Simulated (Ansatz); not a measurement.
Species, as SMILES: F (HF).
Geometry (B3LYP-D3(BJ)/def2-TZVP, fixed):
```xyz
2

F      0.0000     0.0000    -0.0925
H      0.0000     0.0000     0.8321
```
Charge 0, spin multiplicity 1.

Basis-set convergence of the dipole moment at PBE0 with Ansatz (a quantum-chemistry and plane-wave program). Dipoles come from the density behind the forces; the sign is taken along the dipole that this method gives in the largest set. Cartesian d functions, on some or all atoms, in 6-31G**, 6-31+G*; all else is spherical. The program fits the integrals of some runs and decomposes those of others, by size. No added dispersion term, no relativity. Reference: the value in aug-cc-pV5Z, 1.814 D. Deviations are taken from unrounded values.

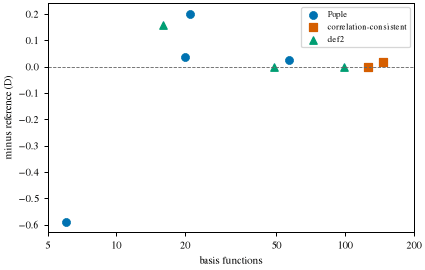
Figure: Deviation from the reference against the number of basis functions, by family of sets.

```tsv
basis	functions	dipole moment (D)	minus reference (D)
STO-3G	6	1.224	-0.590
def2-SV(P)	16	1.972	0.158
6-31G**	20	1.849	0.036
6-31+G*	21	2.015	0.201
def2-TZVPD	49	1.811	-0.003
6-311++G(3df,3pd)	57	1.838	0.024
def2-QZVPPD	99	1.813	-0.001
aug-cc-pVQZ	126	1.814	0.000
cc-pV5Z	146	1.832	0.018
```
